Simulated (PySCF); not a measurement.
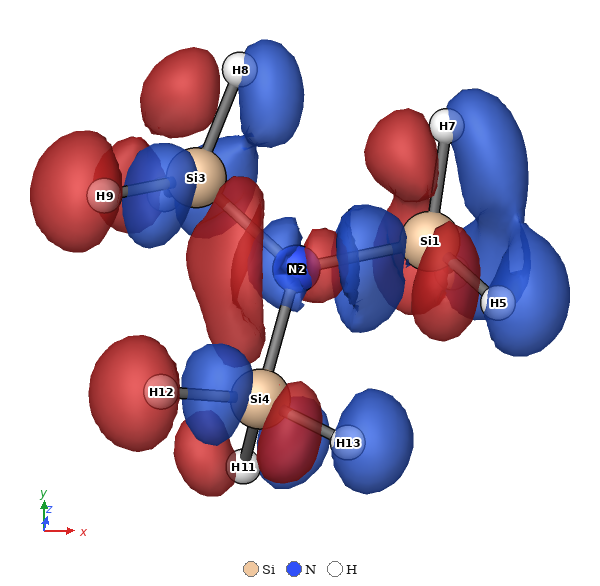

Figure 1: H₉NSi₃, SMILES `[SiH3]N([SiH3])[SiH3]`. Change of the electron density in a uniform field of 0.21 V/Å, surfaces at ±0.002 e/Å³ (red: gain, blue: loss).

Method: PBE0/def2-TZVP; geometry: GFN2-xTB; program: PySCF. No frequency check shows the geometry to be a minimum. A basis without diffuse functions makes polarisabilities too small.

Coordinates in Å:

```
Si1      1.6766    0.4611   -0.0128
N2       0.0003    0.0000    0.1286
Si3     -1.2377    1.2212   -0.0127
Si4     -0.4390   -1.6823   -0.0126
H5       2.4744   -0.5674    0.6511
H6       2.0633    0.5668   -1.4246
H7       1.8359    1.7534    0.6511
H8      -0.7456    2.4267    0.6510
H9      -2.4362    0.7134    0.6512
H10     -1.5236    1.5023   -1.4245
H11     -0.5408   -2.0701   -1.4245
H12     -1.7286   -1.8589    0.6512
H13      0.6006   -2.4664    0.6511
```

Q: Along which Cartesian direction does the field point?

A: Along +x: electrons gather on the −x side, against the field.

Q: How large is the response?

A: The induced dipole is 0.88 D (along the field); α along this axis, from the fields in both directions, is 86 bohr³ (12.8 Å³).

Q: Which atoms gain and lose the most charge?

A: Electrons gather most on H9 and H12 alike (Hirshfeld charge changes by −0.009 e) and leave Si1 most (+0.008 e); 0.079 electrons are displaced in all.

Run time: 85 s on 1 thread of Arm Neoverse V2, with other jobs on the host, peak memory 0.95 GiB.
